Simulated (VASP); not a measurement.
Data:

```xyz
2
Lattice="0.0000 3.4506 3.4506 3.4506 0.0000 3.4506 3.4506 3.4506 0.0000" Properties=species:S:1:pos:R:3 pbc="T T T"
Cs     0.0000     0.0000     0.0000
Cl     3.4506     3.4506     3.4506
```

All values below come from PBEsol GGA, VASP's PBE PAW potentials (set 64) (plane waves; VASP 6.6.1). Settings: 400 eV cut-off, 8×8×8 Γ-centred mesh, tetrahedra with Blöchl corrections, potentials Cs_sv Cl.

Unless said otherwise, spin-orbit coupling is left out, though it shifts the bands of the heavy elements here.

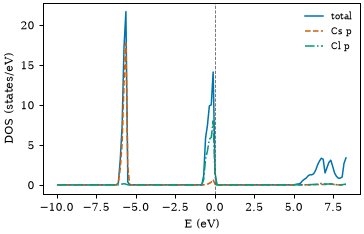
Figure. Total and projected density of states, zero at the valence-band maximum

Within 2 eV below the valence-band maximum the largest weight inside VASP's projection spheres is Cl p.

The gap is indirect, 4.88 eV, from the valence maximum at X to the conduction minimum at Γ.

The structure was generated: CsCl was put into the rock salt type (Fm-3m), which need not be its known phase. It was relaxed first, which changed the volume by -21 %.
